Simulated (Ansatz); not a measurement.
Hypothetical I4_132 P: pressure series

Base system: P (space group I4_132, No. 214; a = 6.029 Å; a hypothetical phase, not in the database extracts checked).

Cell and atoms are relaxed at each pressure.

Method: PBEsol in Ansatz (plane waves to 420 eV, PAW, no spin-orbit coupling).

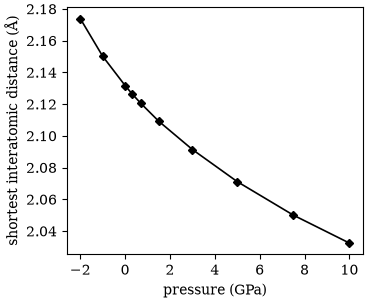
Figure. Shortest interatomic distance against pressure

Task: From the plot, what is the shortest interatomic distance for pressure −2 GPa?

Result: About 2.17 Å.

Task: Is the trend monotonic over the range shown?

Result: Yes, it falls throughout, spanning 3.841 bohr to 4.108 bohr.

Load acts through the strain it causes; cell and atoms are relaxed under it. No phonon test of stability was made. No other phases were tried under pressure.

Ansatz is a quantum-chemistry and plane-wave program.
